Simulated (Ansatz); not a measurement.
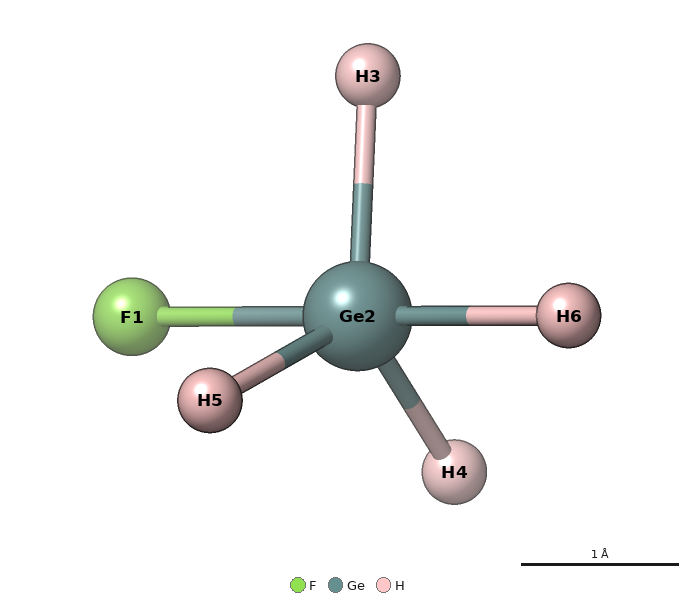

(Drawn from a calculation with Ansatz.)

Orthographic view. Depth is shown by fading: the farther an atom, the more it takes the colour of the background. The species has charge −1 and is a spin singlet. Geometry: a pair of rigid molecules at a changed separation.

Write a Z-matrix (Å, degrees) in the order of the atom numbers, with these reference atoms: 2 to 1; 3 to 2, 1; 4 to 2, 3, 1; 5 to 2, 4, 1; 6 to 2, 4, 1.

```
F  
Ge   1   1.777
H    2   1.559   1    86.1
H    2   1.559   3   119.5   1    83.3
H    2   1.559   4   119.5   1    83.3
H    2   1.662   4    93.9   1   180.0
```
